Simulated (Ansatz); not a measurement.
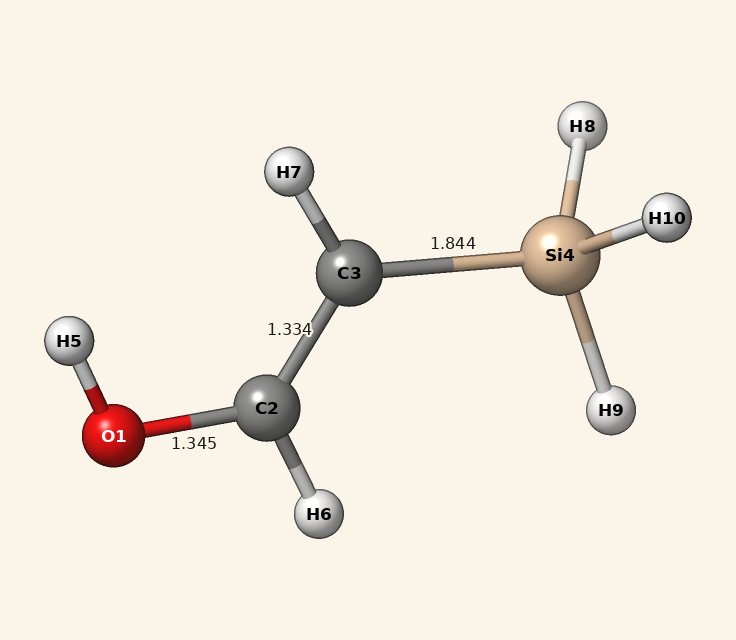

The numbers beside the sticks are distances in Å. Sticks don't show bond order. The computed structure is the end point of a PBE0-D4/def2-TZVP optimisation.

Q: Which of the marked bonds are single, double, triple or aromatic?

A: O1–C2 single; C2–C3 double; C3–Si4 single.

Q: Give the structure as SMILES.

A: O/C=C/[SiH3]
